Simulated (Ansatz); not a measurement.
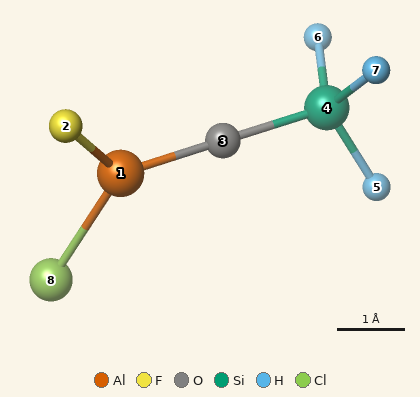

Figure 1. The structure as given in the input (ball-and-stick view, seen at a tilt; atoms are numbered from 1 in the order of the input). Sticks mark near contacts. Bond lengths as drawn: Al–Cl 2.16 Å, Al–F 1.69 Å, Al–O 1.67 Å, H–Si 1.50 Å and O–Si 1.70 Å.

# AlSiH₃ClOF: molecular dynamics (part 1 of 3)

The run: molecular dynamics of AlSiH₃ClOF. Method and program: RKS PBE0-D4/6-31G (Ansatz 0.2.0).

It belongs to a series of runs on one base structure; here: dynamics from the start. Figures and captions count atoms from 1; the log counts them from 0 in places.

### The program's output
```
Engine: ansatz 0.2.0, x86_64-unknown-linux-gnu
Functional definition: PBE0
  parameter a = 0.25
  parameter kappa = 0.804
  parameter beta = 0.06672455060314922
  exchange = (1 - a)*pbe_x(kappa = kappa, mu = beta*pi^2/3) + a*exact_x
  correlation = pbe_c(beta = beta)
731 factors; integrals over basis functions are off by at most 1.5e-4 eV
mean field evaluation 1: about -31788.8955 eV, gradient 6.2e1 eV
mean field evaluation 2: about -31771.7458 eV, gradient 1.1e2 eV
mean field evaluation 4: about -31795.7001 eV, gradient 6.4e0 eV
mean field evaluation 8: about -31795.8220 eV, gradient 5.3e-2 eV
mean field -31795.82196532 eV, -1168.4749052432 hartree, gradient 1.6e-5 eV, S^2 0.000000; 0 other end points of the search recorded, 0 dependent functions left out
the calculation of the forces begins
reference -31795.82200281 eV, -1168.4749066211 hartree; 32, 32 occupied and 31, 31 virtual orbitals, 731 factors
md step     0: t =     0.00 fs  T =   100.0 K  F+E_penalty+E_count = -31795.97590688 eV  E_kin = 0.077556 eV  conserved = -31795.89835088 eV  (24 SCF iters)
these checks for a lower state are left out or cut short: starts, cluster_reference, orbital_swaps, neighbouring_geometries, increment
731 factors; integrals over basis functions are off by at most 1.5e-4 eV
mean field evaluation 16: about -31795.7690 eV, gradient 3.6e-1 eV
mean field -31795.82093724 eV, -1168.4748674622 hartree, gradient 1.3e-5 eV, S^2 0.000000; 0 other end points of the search recorded, 0 dependent functions left out
the calculation of the forces begins
reference -31795.82097473 eV, -1168.4748688397 hartree; 32, 32 occupied and 31, 31 virtual orbitals, 731 factors
md step     1: t =     0.50 fs  T =    98.7 K  F+E_penalty+E_count = -31795.97487164 eV  E_kin = 0.076538 eV  conserved = -31795.89833405 eV  (23 SCF iters)
[... from here on the SCF iterations and repeated set-up lines of each step are left out, up to the last step ...]
md step     2: t =     1.00 fs  T =    95.0 K  F+E_penalty+E_count = -31795.97198578 eV  E_kin = 0.073684 eV  conserved = -31795.89830183 eV  (23 SCF iters)
md step     3: t =     1.50 fs  T =    89.6 K  F+E_penalty+E_count = -31795.96773541 eV  E_kin = 0.069475 eV  conserved = -31795.89826056 eV  (23 SCF iters)
md step     4: t =     2.00 fs  T =    83.2 K  F+E_penalty+E_count = -31795.96275751 eV  E_kin = 0.064541 eV  conserved = -31795.89821683 eV  (23 SCF iters)
md step     5: t =     2.50 fs  T =    76.8 K  F+E_penalty+E_count = -31795.95773542 eV  E_kin = 0.059559 eV  conserved = -31795.89817652 eV  (24 SCF iters)
md step     6: t =     3.00 fs  T =    71.1 K  F+E_penalty+E_count = -31795.95330436 eV  E_kin = 0.055160 eV  conserved = -31795.89814429 eV  (24 SCF iters)
md step     7: t =     3.50 fs  T =    66.9 K  F+E_penalty+E_count = -31795.94997507 eV  E_kin = 0.051852 eV  conserved = -31795.89812343 eV  (24 SCF iters)
md step     8: t =     4.00 fs  T =    64.4 K  F+E_penalty+E_count = -31795.94808041 eV  E_kin = 0.049964 eV  conserved = -31795.89811690 eV  (23 SCF iters)
md step     9: t =     4.50 fs  T =    64.0 K  F+E_penalty+E_count = -31795.94773912 eV  E_kin = 0.049616 eV  conserved = -31795.89812321 eV  (23 SCF iters)
md step    10: t =     5.00 fs  T =    65.4 K  F+E_penalty+E_count = -31795.94885208 eV  E_kin = 0.050709 eV  conserved = -31795.89814270 eV  (23 SCF iters)
md step    11: t =     5.50 fs  T =    68.3 K  F+E_penalty+E_count = -31795.95110968 eV  E_kin = 0.052936 eV  conserved = -31795.89817336 eV  (24 SCF iters)
md step    12: t =     6.00 fs  T =    72.0 K  F+E_penalty+E_count = -31795.95402652 eV  E_kin = 0.055815 eV  conserved = -31795.89821187 eV  (23 SCF iters)
md step    13: t =     6.50 fs  T =    75.7 K  F+E_penalty+E_count = -31795.95699695 eV  E_kin = 0.058743 eV  conserved = -31795.89825362 eV  (24 SCF iters)
md step    14: t =     7.00 fs  T =    78.8 K  F+E_penalty+E_count = -31795.95937163 eV  E_kin = 0.061079 eV  conserved = -31795.89829251 eV  (22 SCF iters)
md step    15: t =     7.50 fs  T =    80.2 K  F+E_penalty+E_count = -31795.96055247 eV  E_kin = 0.062230 eV  conserved = -31795.89832213 eV  (24 SCF iters)
md step    16: t =     8.00 fs  T =    79.6 K  F+E_penalty+E_count = -31795.96009520 eV  E_kin = 0.061759 eV  conserved = -31795.89833631 eV  (24 SCF iters)
md step    17: t =     8.50 fs  T =    76.7 K  F+E_penalty+E_count = -31795.95780538 eV  E_kin = 0.059475 eV  conserved = -31795.89833009 eV  (23 SCF iters)
md step    18: t =     9.00 fs  T =    71.6 K  F+E_penalty+E_count = -31795.95380862 eV  E_kin = 0.055506 eV  conserved = -31795.89830261 eV  (23 SCF iters)
md step    19: t =     9.50 fs  T =    64.9 K  F+E_penalty+E_count = -31795.94856676 eV  E_kin = 0.050310 eV  conserved = -31795.89825658 eV  (23 SCF iters)
md step    20: t =    10.00 fs  T =    57.5 K  F+E_penalty+E_count = -31795.94282796 eV  E_kin = 0.044628 eV  conserved = -31795.89820016 eV  (25 SCF iters)
md step    21: t =    10.50 fs  T =    50.7 K  F+E_penalty+E_count = -31795.93749995 eV  E_kin = 0.039356 eV  conserved = -31795.89814421 eV  (23 SCF iters)
md step    22: t =    11.00 fs  T =    45.6 K  F+E_penalty+E_count = -31795.93347087 eV  E_kin = 0.035369 eV  conserved = -31795.89810172 eV  (23 SCF iters)
md step    23: t =    11.50 fs  T =    43.0 K  F+E_penalty+E_count = -31795.93141142 eV  E_kin = 0.033328 eV  conserved = -31795.89808324 eV  (23 SCF iters)
md step    24: t =    12.00 fs  T =    43.2 K  F+E_penalty+E_count = -31795.93161535 eV  E_kin = 0.033522 eV  conserved = -31795.89809307 eV  (23 SCF iters)
md step    25: t =    12.50 fs  T =    46.2 K  F+E_penalty+E_count = -31795.93392789 eV  E_kin = 0.035799 eV  conserved = -31795.89812883 eV  (23 SCF iters)
md step    26: t =    13.00 fs  T =    51.1 K  F+E_penalty+E_count = -31795.93778237 eV  E_kin = 0.039600 eV  conserved = -31795.89818221 eV  (23 SCF iters)
md step    27: t =    13.50 fs  T =    56.9 K  F+E_penalty+E_count = -31795.94233356 eV  E_kin = 0.044093 eV  conserved = -31795.89824067 eV  (24 SCF iters)
md step    28: t =    14.00 fs  T =    62.4 K  F+E_penalty+E_count = -31795.94664917 eV  E_kin = 0.048357 eV  conserved = -31795.89829190 eV  (23 SCF iters)
md step    29: t =    14.50 fs  T =    66.5 K  F+E_penalty+E_count = -31795.94990222 eV  E_kin = 0.051576 eV  conserved = -31795.89832656 eV  (23 SCF iters)
md step    30: t =    15.00 fs  T =    68.6 K  F+E_penalty+E_count = -31795.95151924 eV  E_kin = 0.053179 eV  conserved = -31795.89833993 eV  (23 SCF iters)
md step    31: t =    15.50 fs  T =    68.2 K  F+E_penalty+E_count = -31795.95125816 eV  E_kin = 0.052926 eV  conserved = -31795.89833213 eV  (23 SCF iters)
md step    32: t =    16.00 fs  T =    65.6 K  F+E_penalty+E_count = -31795.94921251 eV  E_kin = 0.050906 eV  conserved = -31795.89830672 eV  (22 SCF iters)
md step    33: t =    16.50 fs  T =    61.2 K  F+E_penalty+E_count = -31795.94575787 eV  E_kin = 0.047488 eV  conserved = -31795.89826956 eV  (23 SCF iters)
md step    34: t =    17.00 fs  T =    55.7 K  F+E_penalty+E_count = -31795.94146204 eV  E_kin = 0.043235 eV  conserved = -31795.89822732 eV  (22 SCF iters)
md step    35: t =    17.50 fs  T =    50.0 K  F+E_penalty+E_count = -31795.93698155 eV  E_kin = 0.038795 eV  conserved = -31795.89818622 eV  (22 SCF iters)
md step    36: t =    18.00 fs  T =    44.9 K  F+E_penalty+E_count = -31795.93296227 eV  E_kin = 0.034811 eV  conserved = -31795.89815134 eV  (23 SCF iters)
md step    37: t =    18.50 fs  T =    41.0 K  F+E_penalty+E_count = -31795.92995529 eV  E_kin = 0.031829 eV  conserved = -31795.89812663 eV  (23 SCF iters)
md step    38: t =    19.00 fs  T =    39.0 K  F+E_penalty+E_count = -31795.92835271 eV  E_kin = 0.030238 eV  conserved = -31795.89811460 eV  (22 SCF iters)
md step    39: t =    19.50 fs  T =    39.0 K  F+E_penalty+E_count = -31795.92834551 eV  E_kin = 0.030229 eV  conserved = -31795.89811608 eV  (22 SCF iters)
md step    40: t =    20.00 fs  T =    41.0 K  F+E_penalty+E_count = -31795.92990539 eV  E_kin = 0.031774 eV  conserved = -31795.89813162 eV  (22 SCF iters)
md step    41: t =    20.50 fs  T =    44.6 K  F+E_penalty+E_count = -31795.93278516 eV  E_kin = 0.034626 eV  conserved = -31795.89815940 eV  (23 SCF iters)
md step    42: t =    21.00 fs  T =    49.4 K  F+E_penalty+E_count = -31795.93654453 eV  E_kin = 0.038348 eV  conserved = -31795.89819649 eV  (26 SCF iters)
md step    43: t =    21.50 fs  T =    54.6 K  F+E_penalty+E_count = -31795.94059731 eV  E_kin = 0.042358 eV  conserved = -31795.89823884 eV  (23 SCF iters)
md step    44: t =    22.00 fs  T =    59.3 K  F+E_penalty+E_count = -31795.94428048 eV  E_kin = 0.046000 eV  conserved = -31795.89828082 eV  (23 SCF iters)
md step    45: t =    22.50 fs  T =    62.7 K  F+E_penalty+E_count = -31795.94694404 eV  E_kin = 0.048628 eV  conserved = -31795.89831598 eV  (22 SCF iters)
md step    46: t =    23.00 fs  T =    64.1 K  F+E_penalty+E_count = -31795.94805363 eV  E_kin = 0.049716 eV  conserved = -31795.89833757 eV  (22 SCF iters)
md step    47: t =    23.50 fs  T =    63.1 K  F+E_penalty+E_count = -31795.94729403 eV  E_kin = 0.048954 eV  conserved = -31795.89834038 eV  (22 SCF iters)
md step    48: t =    24.00 fs  T =    59.7 K  F+E_penalty+E_count = -31795.94465214 eV  E_kin = 0.046331 eV  conserved = -31795.89832134 eV  (22 SCF iters)
md step    49: t =    24.50 fs  T =    54.4 K  F+E_penalty+E_count = -31795.94045843 eV  E_kin = 0.042177 eV  conserved = -31795.89828166 eV  (22 SCF iters)
md step    50: t =    25.00 fs  T =    47.9 K  F+E_penalty+E_count = -31795.93536296 eV  E_kin = 0.037135 eV  conserved = -31795.89822750 eV  (23 SCF iters)
md step    51: t =    25.50 fs  T =    41.3 K  F+E_penalty+E_count = -31795.93023457 eV  E_kin = 0.032066 eV  conserved = -31795.89816834 eV  (23 SCF iters)
md step    52: t =    26.00 fs  T =    35.9 K  F+E_penalty+E_count = -31795.92599894 eV  E_kin = 0.027880 eV  conserved = -31795.89811915 eV  (24 SCF iters)
md step    53: t =    26.50 fs  T =    32.7 K  F+E_penalty+E_count = -31795.92343280 eV  E_kin = 0.025342 eV  conserved = -31795.89809076 eV  (23 SCF iters)
md step    54: t =    27.00 fs  T =    32.1 K  F+E_penalty+E_count = -31795.92298622 eV  E_kin = 0.024896 eV  conserved = -31795.89808987 eV  (23 SCF iters)
md step    55: t =    27.50 fs  T =    34.2 K  F+E_penalty+E_count = -31795.92467327 eV  E_kin = 0.026557 eV  conserved = -31795.89811665 eV  (23 SCF iters)
md step    56: t =    28.00 fs  T =    38.6 K  F+E_penalty+E_count = -31795.92806913 eV  E_kin = 0.029904 eV  conserved = -31795.89816481 eV  (23 SCF iters)
md step    57: t =    28.50 fs  T =    44.1 K  F+E_penalty+E_count = -31795.93241335 eV  E_kin = 0.034191 eV  conserved = -31795.89822252 eV  (24 SCF iters)
md step    58: t =    29.00 fs  T =    49.7 K  F+E_penalty+E_count = -31795.93678929 eV  E_kin = 0.038512 eV  conserved = -31795.89827691 eV  (23 SCF iters)
md step    59: t =    29.50 fs  T =    54.2 K  F+E_penalty+E_count = -31795.94032387 eV  E_kin = 0.042007 eV  conserved = -31795.89831734 eV  (23 SCF iters)
md step    60: t =    30.00 fs  T =    56.8 K  F+E_penalty+E_count = -31795.94235603 eV  E_kin = 0.044019 eV  conserved = -31795.89833740 eV  (23 SCF iters)
md step    61: t =    30.50 fs  T =    57.0 K  F+E_penalty+E_count = -31795.94254033 eV  E_kin = 0.044205 eV  conserved = -31795.89833558 eV  (23 SCF iters)
md step    62: t =    31.00 fs  T =    54.9 K  F+E_penalty+E_count = -31795.94087480 eV  E_kin = 0.042560 eV  conserved = -31795.89831465 eV  (22 SCF iters)
md step    63: t =    31.50 fs  T =    50.8 K  F+E_penalty+E_count = -31795.93766288 eV  E_kin = 0.039383 eV  conserved = -31795.89827997 eV  (23 SCF iters)
md step    64: t =    32.00 fs  T =    45.4 K  F+E_penalty+E_count = -31795.93343166 eV  E_kin = 0.035194 eV  conserved = -31795.89823810 eV  (22 SCF iters)
md step    65: t =    32.50 fs  T =    39.5 K  F+E_penalty+E_count = -31795.92882948 eV  E_kin = 0.030634 eV  conserved = -31795.89819551 eV  (26 SCF iters)
md step    66: t =    33.00 fs  T =    34.0 K  F+E_penalty+E_count = -31795.92452297 eV  E_kin = 0.026365 eV  conserved = -31795.89815783 eV  (24 SCF iters)
md step    67: t =    33.50 fs  T =    29.6 K  F+E_penalty+E_count = -31795.92110665 eV  E_kin = 0.022977 eV  conserved = -31795.89812934 eV  (23 SCF iters)
md step    68: t =    34.00 fs  T =    27.0 K  F+E_penalty+E_count = -31795.91903228 eV  E_kin = 0.020919 eV  conserved = -31795.89811294 eV  (24 SCF iters)
md step    69: t =    34.50 fs  T =    26.4 K  F+E_penalty+E_count = -31795.91856072 eV  E_kin = 0.020451 eV  conserved = -31795.89811018 eV  (24 SCF iters)
md step    70: t =    35.00 fs  T =    27.9 K  F+E_penalty+E_count = -31795.91973553 eV  E_kin = 0.021615 eV  conserved = -31795.89812078 eV  (24 SCF iters)
md step    71: t =    35.50 fs  T =    31.3 K  F+E_penalty+E_count = -31795.92238127 eV  E_kin = 0.024237 eV  conserved = -31795.89814466 eV  (24 SCF iters)
md step    72: t =    36.00 fs  T =    36.0 K  F+E_penalty+E_count = -31795.92611833 eV  E_kin = 0.027939 eV  conserved = -31795.89817893 eV  (23 SCF iters)
md step    73: t =    36.50 fs  T =    41.5 K  F+E_penalty+E_count = -31795.93040484 eV  E_kin = 0.032185 eV  conserved = -31795.89821985 eV  (24 SCF iters)
md step    74: t =    37.00 fs  T =    46.9 K  F+E_penalty+E_count = -31795.93459784 eV  E_kin = 0.036335 eV  conserved = -31795.89826236 eV  (24 SCF iters)
md step    75: t =    37.50 fs  T =    51.2 K  F+E_penalty+E_count = -31795.93803590 eV  E_kin = 0.039736 eV  conserved = -31795.89830033 eV  (23 SCF iters)
md step    76: t =    38.00 fs  T =    53.9 K  F+E_penalty+E_count = -31795.94013725 eV  E_kin = 0.041810 eV  conserved = -31795.89832716 eV  (23 SCF iters)
md step    77: t =    38.50 fs  T =    54.4 K  F+E_penalty+E_count = -31795.94050319 eV  E_kin = 0.042166 eV  conserved = -31795.89833691 eV  (23 SCF iters)
md step    78: t =    39.00 fs  T =    52.5 K  F+E_penalty+E_count = -31795.93900975 eV  E_kin = 0.040684 eV  conserved = -31795.89832563 eV  (23 SCF iters)
md step    79: t =    39.50 fs  T =    48.4 K  F+E_penalty+E_count = -31795.93586541 eV  E_kin = 0.037572 eV  conserved = -31795.89829300 eV  (24 SCF iters)
md step    80: t =    40.00 fs  T =    43.0 K  F+E_penalty+E_count = -31795.93161181 eV  E_kin = 0.033368 eV  conserved = -31795.89824333 eV  (23 SCF iters)
md step    81: t =    40.50 fs  T =    37.2 K  F+E_penalty+E_count = -31795.92705099 eV  E_kin = 0.028866 eV  conserved = -31795.89818487 eV  (24 SCF iters)
md step    82: t =    41.00 fs  T =    32.2 K  F+E_penalty+E_count = -31795.92310510 eV  E_kin = 0.024974 eV  conserved = -31795.89813133 eV  (24 SCF iters)
md step    83: t =    41.50 fs  T =    29.0 K  F+E_penalty+E_count = -31795.92062133 eV  E_kin = 0.022527 eV  conserved = -31795.89809459 eV  (23 SCF iters)
md step    84: t =    42.00 fs  T =    28.5 K  F+E_penalty+E_count = -31795.92018195 eV  E_kin = 0.022099 eV  conserved = -31795.89808326 eV  (20 SCF iters)
md step    85: t =    42.50 fs  T =    30.8 K  F+E_penalty+E_count = -31795.92196525 eV  E_kin = 0.023865 eV  conserved = -31795.89810018 eV  (23 SCF iters)
md step    86: t =    43.00 fs  T =    35.5 K  F+E_penalty+E_count = -31795.92570206 eV  E_kin = 0.027561 eV  conserved = -31795.89814147 eV  (23 SCF iters)
md step    87: t =    43.50 fs  T =    42.0 K  F+E_penalty+E_count = -31795.93074066 eV  E_kin = 0.032544 eV  conserved = -31795.89819688 eV  (23 SCF iters)
md step    88: t =    44.00 fs  T =    48.9 K  F+E_penalty+E_count = -31795.93620227 eV  E_kin = 0.037948 eV  conserved = -31795.89825380 eV  (26 SCF iters)
md step    89: t =    44.50 fs  T =    55.3 K  F+E_penalty+E_count = -31795.94117668 eV  E_kin = 0.042876 eV  conserved = -31795.89830059 eV  (22 SCF iters)
md step    90: t =    45.00 fs  T =    60.1 K  F+E_penalty+E_count = -31795.94490528 eV  E_kin = 0.046576 eV  conserved = -31795.89832910 eV  (22 SCF iters)
md step    91: t =    45.50 fs  T =    62.6 K  F+E_penalty+E_count = -31795.94691033 eV  E_kin = 0.048574 eV  conserved = -31795.89833610 eV  (23 SCF iters)
md step    92: t =    46.00 fs  T =    62.8 K  F+E_penalty+E_count = -31795.94705050 eV  E_kin = 0.048728 eV  conserved = -31795.89832281 eV  (22 SCF iters)
md step    93: t =    46.50 fs  T =    60.9 K  F+E_penalty+E_count = -31795.94550658 eV  E_kin = 0.047213 eV  conserved = -31795.89829368 eV  (22 SCF iters)
md step    94: t =    47.00 fs  T =    57.3 K  F+E_penalty+E_count = -31795.94271493 eV  E_kin = 0.044460 eV  conserved = -31795.89825482 eV  (22 SCF iters)
md step    95: t =    47.50 fs  T =    52.9 K  F+E_penalty+E_count = -31795.93927235 eV  E_kin = 0.041059 eV  conserved = -31795.89821288 eV  (22 SCF iters)
md step    96: t =    48.00 fs  T =    48.6 K  F+E_penalty+E_count = -31795.93583269 eV  E_kin = 0.037659 eV  conserved = -31795.89817371 eV  (22 SCF iters)
md step    97: t =    48.50 fs  T =    45.0 K  F+E_penalty+E_count = -31795.93301290 eV  E_kin = 0.034870 eV  conserved = -31795.89814280 eV  (23 SCF iters)
md step    98: t =    49.00 fs  T =    42.8 K  F+E_penalty+E_count = -31795.93131233 eV  E_kin = 0.033190 eV  conserved = -31795.89812211 eV  (24 SCF iters)
md step    99: t =    49.50 fs  T =    42.5 K  F+E_penalty+E_count = -31795.93106044 eV  E_kin = 0.032946 eV  conserved = -31795.89811444 eV  (22 SCF iters)
md step   100: t =    50.00 fs  T =    44.2 K  F+E_penalty+E_count = -31795.93237923 eV  E_kin = 0.034259 eV  conserved = -31795.89812017 eV  (23 SCF iters)
md step   101: t =    50.50 fs  T =    47.8 K  F+E_penalty+E_count = -31795.93517261 eV  E_kin = 0.037033 eV  conserved = -31795.89813949 eV  (22 SCF iters)
md step   102: t =    51.00 fs  T =    52.8 K  F+E_penalty+E_count = -31795.93913310 eV  E_kin = 0.040963 eV  conserved = -31795.89817024 eV  (22 SCF iters)
md step   103: t =    51.50 fs  T =    58.8 K  F+E_penalty+E_count = -31795.94377353 eV  E_kin = 0.045564 eV  conserved = -31795.89820925 eV  (22 SCF iters)
md step   104: t =    52.00 fs  T =    64.8 K  F+E_penalty+E_count = -31795.94847907 eV  E_kin = 0.050227 eV  conserved = -31795.89825202 eV  (22 SCF iters)
md step   105: t =    52.50 fs  T =    70.0 K  F+E_penalty+E_count = -31795.95258116 eV  E_kin = 0.054288 eV  conserved = -31795.89829280 eV  (22 SCF iters)
md step   106: t =    53.00 fs  T =    73.7 K  F+E_penalty+E_count = -31795.95544978 eV  E_kin = 0.057125 eV  conserved = -31795.89832512 eV  (22 SCF iters)
md step   107: t =    53.50 fs  T =    75.1 K  F+E_penalty+E_count = -31795.95659652 eV  E_kin = 0.058254 eV  conserved = -31795.89834296 eV  (23 SCF iters)
md step   108: t =    54.00 fs  T =    74.1 K  F+E_penalty+E_count = -31795.95577199 eV  E_kin = 0.057431 eV  conserved = -31795.89834077 eV  (23 SCF iters)
md step   109: t =    54.50 fs  T =    70.6 K  F+E_penalty+E_count = -31795.95304190 eV  E_kin = 0.054725 eV  conserved = -31795.89831676 eV  (23 SCF iters)
md step   110: t =    55.00 fs  T =    65.2 K  F+E_penalty+E_count = -31795.94881252 eV  E_kin = 0.050539 eV  conserved = -31795.89827338 eV  (24 SCF iters)
md step   111: t =    55.50 fs  T =    58.8 K  F+E_penalty+E_count = -31795.94378978 eV  E_kin = 0.045572 eV  conserved = -31795.89821826 eV  (23 SCF iters)
md step   112: t =    56.00 fs  T =    52.5 K  F+E_penalty+E_count = -31795.93886180 eV  E_kin = 0.040700 eV  conserved = -31795.89816168 eV  (26 SCF iters)
md step   113: t =    56.50 fs  T =    47.5 K  F+E_penalty+E_count = -31795.93492644 eV  E_kin = 0.036810 eV  conserved = -31795.89811673 eV  (24 SCF iters)
md step   114: t =    57.00 fs  T =    44.6 K  F+E_penalty+E_count = -31795.93269316 eV  E_kin = 0.034599 eV  conserved = -31795.89809436 eV  (23 SCF iters)
md step   115: t =    57.50 fs  T =    44.4 K  F+E_penalty+E_count = -31795.93251733 eV  E_kin = 0.034418 eV  conserved = -31795.89809946 eV  (22 SCF iters)
md step   116: t =    58.00 fs  T =    46.7 K  F+E_penalty+E_count = -31795.93431799 eV  E_kin = 0.036187 eV  conserved = -31795.89813066 eV  (23 SCF iters)
md step   117: t =    58.50 fs  T =    50.8 K  F+E_penalty+E_count = -31795.93760141 eV  E_kin = 0.039421 eV  conserved = -31795.89818063 eV  (23 SCF iters)
md step   118: t =    59.00 fs  T =    55.9 K  F+E_penalty+E_count = -31795.94158253 eV  E_kin = 0.043346 eV  conserved = -31795.89823651 eV  (22 SCF iters)
md step   119: t =    59.50 fs  T =    60.7 K  F+E_penalty+E_count = -31795.94537235 eV  E_kin = 0.047086 eV  conserved = -31795.89828635 eV  (22 SCF iters)
md step   120: t =    60.00 fs  T =    64.3 K  F+E_penalty+E_count = -31795.94816808 eV  E_kin = 0.049847 eV  conserved = -31795.89832061 eV  (23 SCF iters)
md step   121: t =    60.50 fs  T =    65.8 K  F+E_penalty+E_count = -31795.94940473 eV  E_kin = 0.051070 eV  conserved = -31795.89833423 eV  (23 SCF iters)
md step   122: t =    61.00 fs  T =    65.1 K  F+E_penalty+E_count = -31795.94883782 eV  E_kin = 0.050511 eV  conserved = -31795.89832695 eV  (23 SCF iters)
md step   123: t =    61.50 fs  T =    62.2 K  F+E_penalty+E_count = -31795.94655283 eV  E_kin = 0.048251 eV  conserved = -31795.89830219 eV  (23 SCF iters)
md step   124: t =    62.00 fs  T =    57.6 K  F+E_penalty+E_count = -31795.94291521 eV  E_kin = 0.044650 eV  conserved = -31795.89826568 eV  (22 SCF iters)
md step   125: t =    62.50 fs  T =    51.9 K  F+E_penalty+E_count = -31795.93848297 eV  E_kin = 0.040259 eV  conserved = -31795.89822392 eV  (23 SCF iters)
md step   126: t =    63.00 fs  T =    46.1 K  F+E_penalty+E_count = -31795.93390471 eV  E_kin = 0.035722 eV  conserved = -31795.89818309 eV  (24 SCF iters)
```
